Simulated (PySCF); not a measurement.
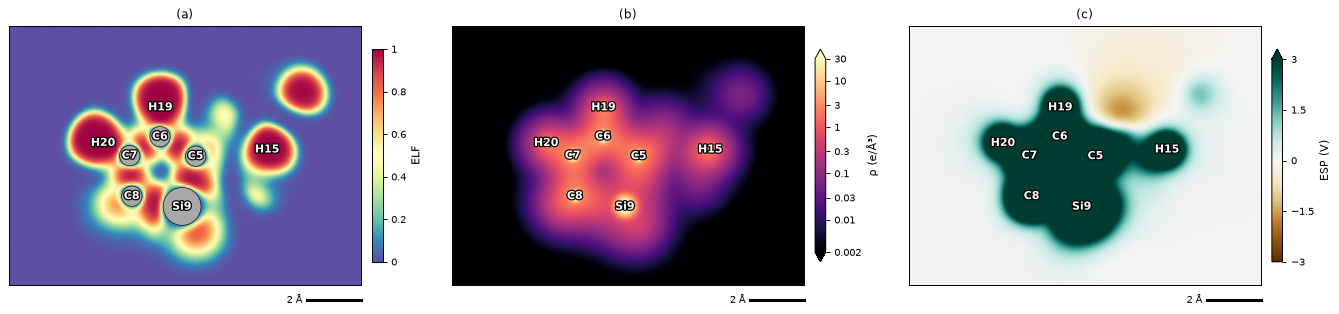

*C7H15NSi (SMILES CCCN[C@H]1C=CC[SiH2]1). (a) electron localisation function; (b) electron density; (c) electrostatic potential on the plane of atoms C6, C7 and H20. Grey discs cover the atomic cores in the ELF map.*

Geometry: GFN2-xTB.

Theory: PySCF, PBE0/pcSseg-1, SCF density, gas phase, non-relativistic.

```xyz
24

C    -3.4659   -0.5290    0.1908
C    -2.7421    0.4101   -0.7658
C    -1.3839    0.8348   -0.2138
N    -0.5055   -0.3038   -0.0722
C     0.8204    0.0476    0.4142
C     1.6272   -1.1993    0.6523
C     2.8682   -1.2603    0.2017
C     3.4351   -0.0843   -0.5375
Si    1.9617    1.1083   -0.7301
H    -4.3989   -0.8782   -0.2455
H    -2.8355   -1.3857    0.4116
H    -3.6904   -0.0187    1.1245
H    -2.5962   -0.0893   -1.7270
H    -3.3477    1.3016   -0.9412
H    -1.5146    1.2730    0.7816
H    -0.9430    1.6169   -0.8637
H    -0.4211   -0.7849   -0.9640
H     0.6593    0.5423    1.3820
H     1.1504   -2.0076    1.1860
H     3.4993   -2.1244    0.3569
H     3.8710   -0.4057   -1.4850
H     4.2525    0.3530    0.0390
H     1.4669    1.1399   -2.1119
H     2.2210    2.4636   -0.2419
```

Question: Describe what can be read from this map.

Answer: Atoms in the plane: C, Si and H.
C–C (1.32 Å): the density is about 2.3 e/Å³ at the midpoint; the ELF peaks at about 0.95 between the atoms: a short, multiple covalent bond.
C–Si (1.91 Å): ρ is about 0.91 e/Å³ halfway; the ELF peaks at about 0.95 between the atoms (localised, covalent bonding).
C–C (1.50 Å): ρ is about 1.7 e/Å³ halfway; the ELF peaks at about 0.95 between the atoms (a covalent bond).
C–H (1.08 Å): the density is about 2 e/Å³ at the midpoint; the ELF climbs to about 1 towards the hydrogen, as it does in any bond to H: an ordinary covalent bond to hydrogen.
Outside the dense part of the molecule the potential is most negative (−1.7 V) near N4, which lies off the plane.
